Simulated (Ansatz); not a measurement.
B2H5Si (SMILES B[SiH]=[BH2-]) (charge −1)

The calculation's input:

```
crystal:
  periodic: [false, false, false]
  atoms:
    - symbol: B
      position_ang: [-1.998824, 1.227640, -0.956586]
    - symbol: B
      position_ang: [-2.160179, 1.609074, 2.420796]
    - symbol: Si
      position_ang: [-1.378936, 1.952731, 0.705223]
    - symbol: H
      position_ang: [-1.485627, 1.462013, -2.039452]
    - symbol: H
      position_ang: [-2.963721, 0.482696, -0.964874]
    - symbol: H
      position_ang: [-0.174076, 2.874603, 0.658674]
    - symbol: H
      position_ang: [-3.129424, 0.874423, 2.503784]
    - symbol: H
      position_ang: [-1.748738, 2.083989, 3.467731]
basis:
  gaussian: {orbitals: def2-TZVPD}
total_charge: -1
hamiltonian: {xc: {name: PBE0}}
output: {forces: true, orbitals: {seedname: orbitals}}
```

Launched as:

```sh
ansatz run input.yaml --threads 2 --pin off --max-ram 4350MiB --events-out events.jsonl --progress --plain --runs-dir runs
```

Geometry: PBE0-D3(BJ)/def2-SVPD.

Theory: Ansatz 0.2.0, isolated molecule in a Gaussian basis; Kohn-Sham density functional theory, functional PBE0.

> What will maps of the electron density and electron localisation function show?

Si–B (1.92 Å): ρ at the midpoint is about 0.85 e/Å³; the ELF peaks at about 0.95 between the atoms: a covalent bond.
B–H (1.22 Å): the density is about 1.1 e/Å³ at the midpoint; the ELF climbs to about 1 towards the hydrogen, as it does in any bond to H; a covalent bond by its length.
Si–H (1.52 Å): ρ is about 0.73 e/Å³ halfway; the ELF climbs to about 1 towards the hydrogen.

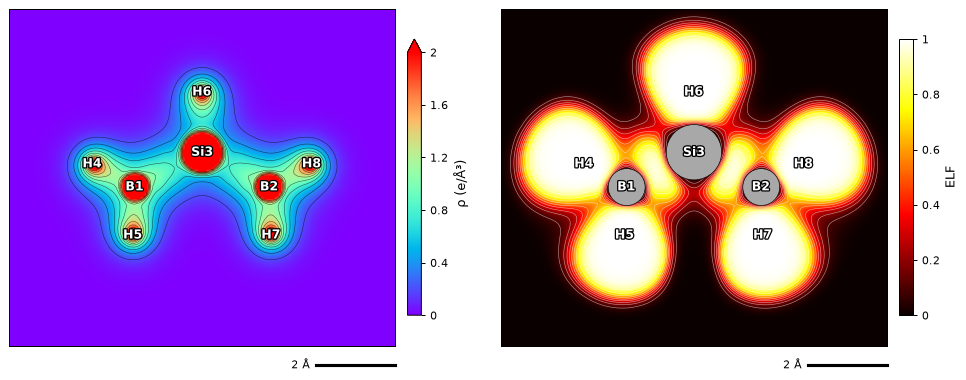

Computed electron density and electron localisation function on the molecular plane, in this order. Grey discs cover the atomic cores in the ELF map. 
